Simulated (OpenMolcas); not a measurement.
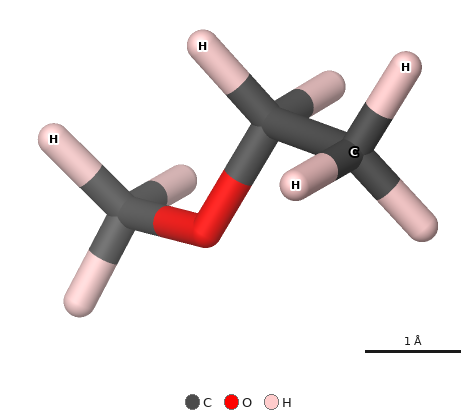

Figure 1. The structure (stick view, seen at a tilt).

# Single-point calculation, with input and output: C3H8O (part 1 of 3)

System: C3H8O.
Method: CASSCF/ANO-RCC-VDZ, DKH2 (OpenMolcas 26.06).

The geometry comes from this level: PBE0-D4/def2-TZVP.

The program's output:
```
--- Start Module: gateway ---

                                              &GATEWAY

                       available to each process: 1.9 GB of memory, 1 thread

++    Symmetry information:
      ---------------------

                    Character Table for C1

                             E
                    a        1  x, y, xy, Rz, z, xz, Ry, yz, Rx, I
--

++    Basis set information:
      ----------------------

      Basis set label: C.ANO-RCC...2S1P.

      Electronic valence basis set:
      ------------------
      Associated Effective Charge   6.000000 au
      Associated Actual Charge      6.000000 au
      Nuclear Model: Point charge

      Shell  nPrim  nBasis  Cartesian Spherical Contaminant
         s      14       2        X
         p       9       1        X

      Basis set label: O.ANO-RCC...2S1P.

      Electronic valence basis set:
      ------------------
      Associated Effective Charge   8.000000 au
      Associated Actual Charge      8.000000 au
      Nuclear Model: Point charge

      Shell  nPrim  nBasis  Cartesian Spherical Contaminant
         s      14       2        X
         p       9       1        X

      Basis set label: C.ANO-RCC...2S1P.

      Electronic valence basis set:
      ------------------
      Associated Effective Charge   6.000000 au
      Associated Actual Charge      6.000000 au
      Nuclear Model: Point charge

      Shell  nPrim  nBasis  Cartesian Spherical Contaminant
         s      14       2        X
         p       9       1        X

      Basis set label: H.ANO-RCC...1S.

      Electronic valence basis set:
      ------------------
      Associated Effective Charge   1.000000 au
      Associated Actual Charge      1.000000 au
      Nuclear Model: Point charge

      Shell  nPrim  nBasis  Cartesian Spherical Contaminant
         s       8       1        X
--

++    Molecular structure info:
      -------------------------

                    ************************************************
                    **** Cartesian Coordinates / bohr, angstrom ****
                    ************************************************

     Center  Label                x              y              z                     x              y              z
        1      C1              -2.933611       0.952989       1.386681             -1.552400       0.504300       0.733800
        2      C2              -0.801622      -0.581847       0.287238             -0.424200      -0.307900       0.152000
        3      O3               1.183724       1.052388      -0.373410              0.626400       0.556900      -0.197600
        4      C4               3.245227      -0.234326      -1.412192              1.717300      -0.124000      -0.747300
        5      H5              -3.616558       2.332678       0.013417             -1.913800       1.234400       0.007100
        6      H6              -2.302631       1.970228       3.067026             -1.218500       1.042600       1.623000
        7      H7              -4.504918      -0.275522       1.916938             -2.383900      -0.145800       1.014400
        8      H8              -1.444507      -1.630456      -1.392728             -0.764400      -0.862800      -0.737000
        9      H9              -0.129257      -1.992527       1.663148             -0.068400      -1.054400       0.880100
       10      H10              4.690678       1.161237      -1.868750              2.482200       0.614500      -0.988900
       11      H11              4.040423      -1.611369      -0.074455              2.138100      -0.852700      -0.039400
       12      H12              2.718560      -1.247408      -3.148473              1.438600      -0.660100      -1.666100

                    ***************************************
                    *    InterNuclear Distances / bohr    *
                    ***************************************

               1 C1            2 C2            3 O3            4 C4            5 H5            6 H6
    1 C1       0.000000
    2 C2       2.847784        0.000000
    3 O3       4.478867        2.654954        0.000000
    4 C4       6.886323        4.402933        2.642819        0.000000
    5 H5       2.062962        4.061194        4.983120        7.463642        0.000000
    6 H6       2.063121        4.061199        4.983342        7.463389        3.343994        0.000000
    7 H7       2.063836        4.057605        6.274527        8.435019        3.348923        3.349054
    8 H8       4.076363        2.082107        3.891563        4.893174        4.733020        5.795749
    9 H9       4.076383        2.082119        3.891401        4.892457        5.795712        4.732638
   10 H10      8.292827        6.152397        3.814002        2.060430        8.597965        8.597833
   11 H11      7.572847        4.963481        3.917360        2.078010        8.613512        7.932912
   12 H12      7.573401        4.963745        3.917366        2.078072        7.933995        8.613824

               7 H7            8 H8            9 H9           10 H10          11 H11          12 H12
    7 H7       0.000000
    8 H8       4.707001        0.000000
    9 H9       4.707327        3.346544        0.000000
   10 H10     10.047622        6.757265        6.756649        0.000000
   11 H11      8.875415        5.641158        4.533297        3.365958        0.000000
   12 H12      8.875899        4.534367        5.640652        3.365785        3.365914        0.000000

                    *******************************************
                    *    InterNuclear Distances / angstrom    *
                    *******************************************

               1 C1            2 C2            3 O3            4 C4            5 H5            6 H6
    1 C1       0.000000
    2 C2       1.506982        0.000000
    3 O3       2.370114        1.404941        0.000000
    4 C4       3.644085        2.329932        1.398520        0.000000
    5 H5       1.091673        2.149091        2.636954        3.949589        0.000000
    6 H6       1.091757        2.149094        2.637071        3.949456        1.769566        0.000000
    7 H7       1.092135        2.147192        3.320337        4.463620        1.772174        1.772243
    8 H8       2.157118        1.101804        2.059326        2.589356        2.504606        3.066978
    9 H9       2.157129        1.101810        2.059241        2.588977        3.066959        2.504404
   10 H10      4.388375        3.255708        2.018283        1.090332        4.549847        4.549777
   11 H11      4.007378        2.626561        2.072978        1.099636        4.558074        4.197916
   12 H12      4.007671        2.626701        2.072981        1.099668        4.198490        4.558239

               7 H7            8 H8            9 H9           10 H10          11 H11          12 H12
    7 H7       0.000000
    8 H8       2.490837        0.000000
    9 H9       2.491010        1.770915        0.000000
   10 H10      5.316972        3.575791        3.575465        0.000000
   11 H11      4.696668        2.985172        2.398918        1.781188        0.000000
   12 H12      4.696924        2.399484        2.984905        1.781097        1.781165        0.000000

                    **************************************
                    *    Valence Bond Angles / degree    *
                    **************************************
                          Atom centers                 Phi
                      2 C2       1 C1       5 H5       110.57
                      2 C2       1 C1       6 H6       110.56
                      2 C2       1 C1       7 H7       110.39
                      5 H5       1 C1       6 H6       108.28
                      5 H5       1 C1       7 H7       108.49
                      6 H6       1 C1       7 H7       108.49
                      1 C1       2 C2       3 O3       108.91
                      1 C1       2 C2       8 H8       110.60
                      1 C1       2 C2       9 H9       110.60
                      3 O3       2 C2       8 H8       109.88
                      3 O3       2 C2       9 H9       109.88
                      8 H8       2 C2       9 H9       106.96
                      2 C2       3 O3       4 C4       112.42
                      3 O3       4 C4      10 H10      107.73
                      3 O3       4 C4      11 H11      111.60
                      3 O3       4 C4      12 H12      111.60
                     10 H10      4 C4      11 H11      108.85
                     10 H10      4 C4      12 H12      108.84
                     11 H11      4 C4      12 H12      108.17

           ***************************************************************
           *              Valence Dihedral Angles / degree               *
           ***************************************************************
                    Atom centers                       Phi1     Phi2     Theta
           5 H5       1 C1       2 C2       8 H8        110.57   110.60   -60.91
           5 H5       1 C1       2 C2       9 H9        110.57   110.60  -179.21
           6 H6       1 C1       2 C2       8 H8        110.56   110.60   179.18
           6 H6       1 C1       2 C2       9 H9        110.56   110.60    60.88
           7 H7       1 C1       2 C2       8 H8        110.39   110.60    59.14
           7 H7       1 C1       2 C2       9 H9        110.39   110.60   -59.16
           3 O3       2 C2       1 C1       5 H5        108.91   110.57    59.94
           3 O3       2 C2       1 C1       6 H6        108.91   110.56   -59.96
           3 O3       2 C2       1 C1       7 H7        108.91   110.39   179.99
           1 C1       2 C2       3 O3       4 C4        108.91   112.42   179.98
           4 C4       3 O3       2 C2       8 H8        112.42   109.88   -58.73
           4 C4       3 O3       2 C2       9 H9        112.42   109.88    58.69
           2 C2       3 O3       4 C4      10 H10       112.42   107.73  -180.00
           2 C2       3 O3       4 C4      11 H11       112.42   111.60   -60.57
           2 C2       3 O3       4 C4      12 H12       112.42   111.60    60.59
--

            Nuclear Potential Energy            134.21973496 au

--- Stop Module: gateway /rc=_RC_ALL_IS_WELL_ ---

--- Start Module: seward ---

                                              &SEWARD

                       available to each process: 1.9 GB of memory, 1 thread

               SEWARD will generate:
                  Multipole Moment integrals up to order  2
                  Kinetic Energy integrals
                  Nuclear Attraction integrals (point charge)
                  One-Electron Hamiltonian integrals
                  Velocity integrals
                  Relativistic Douglas-Kroll-Hess integrals:
                    - Parametrization         : EXP
                    - DKH order of Hamiltonian: 2
                    - DKH order of Properties : 0
                         - multipole moment operators
                         - electric potential operators
                         - contact operators
                  Orbital angular momentum around (  0.2082   0.2859  -0.0442 )
                  Velocity quadrupole around (  0.2082   0.2859  -0.0442 )
                  Atomic mean-field integrals
                  Two-Electron Repulsion integrals

                   Integrals are discarded if absolute value <: 1.00E-14
                   Integral cutoff threshold is set to       <: 1.00E-16

            Nuclear Potential Energy            134.21973496 au

      Basis set specifications :
      Symmetry species         a
      Basis functions           28

--- Stop Module: seward /rc=_RC_ALL_IS_WELL_ ---
--- Module seward spent 2 seconds ---

--- Start Module: rasscf ---

                                              &RASSCF

                       available to each process: 1.9 GB of memory, 1 thread

      Header of the ONEINT file:
      --------------------------

      OrdInt status: non-squared

      Cartesian coordinates in angstrom:
      -----------------------------------------------------
      No.  Label        X            Y            Z
      -----------------------------------------------------
       1   C1        -1.55240000   0.50430000   0.73380000
       2   C2        -0.42420000  -0.30790000   0.15200000
       3   O3         0.62640000   0.55690000  -0.19760000
       4   C4         1.71730000  -0.12400000  -0.74730000
       5   H5        -1.91380000   1.23440000   0.00710000
       6   H6        -1.21850000   1.04260000   1.62300000
       7   H7        -2.38390000  -0.14580000   1.01440000
       8   H8        -0.76440000  -0.86280000  -0.73700000
       9   H9        -0.06840000  -1.05440000   0.88010000
      10   H10        2.48220000   0.61450000  -0.98890000
      11   H11        2.13810000  -0.85270000  -0.03940000
      12   H12        1.43860000  -0.66010000  -1.66610000
      -----------------------------------------------------
      Nuclear repulsion energy =  134.21973496

++    Wave function specifications:
      -----------------------------

      Number of closed shell electrons          28
      Number of electrons in active shells       6
      Max number of holes in RAS1 space          0
      Max nr of electrons in RAS3 space          0
      Number of inactive orbitals               14
      Number of active orbitals                  6
      Number of secondary orbitals               8
      Spin quantum number                      0.0
      State symmetry                             1
--

++    Orbital specifications:
      -----------------------

      Symmetry species                           1
                                                 a
      Frozen orbitals                            0
      Inactive orbitals                         14
      Active orbitals                            6
      RAS1 orbitals                              0
      RAS2 orbitals                              6
      RAS3 orbitals                              0
      Secondary orbitals                         8
      Deleted orbitals                           0
      Number of basis functions                 28
--

++    CI expansion specifications:
      ----------------------------

      Number of CSFs                           175
      Number of spin combinations              210
      Number of determinants                   400
      Number of root(s) required                 1
      Root chosen for geometry opt.              1
      CI root used                               1

      highest root included in the CI            1
      max. size of the explicit Hamiltonian    175
--

++    Optimization specifications:
      ----------------------------

      RASSCF algorithm: Conventional
      Maximum number of macro iterations       200
      Maximum number of SX iterations          100
      Threshold for RASSCF energy            1.000E-08
      Threshold for max MO rotation          1.000E-01
      Threshold for max BLB element          1.000E-04
      Level shift parameter                  5.000E-01
      Make Quasi-Newton update
--

      The MO-coefficients are taken from the file:
      step1.ScfOrb
      Title: SCF orbitals

      Total molecular charge    0.00

      Molecular orbitals exchanged:
        In symmetry  1 :   8  15
        In symmetry  1 :   9  16
        In symmetry  1 :  18  27

      ************************************************************************************************************************
      *                                            Wave function control section                                             *
      ************************************************************************************************************************

                                         RASSCF iterations: Energy and convergence statistics
                                         ----------------------------------------------------
```
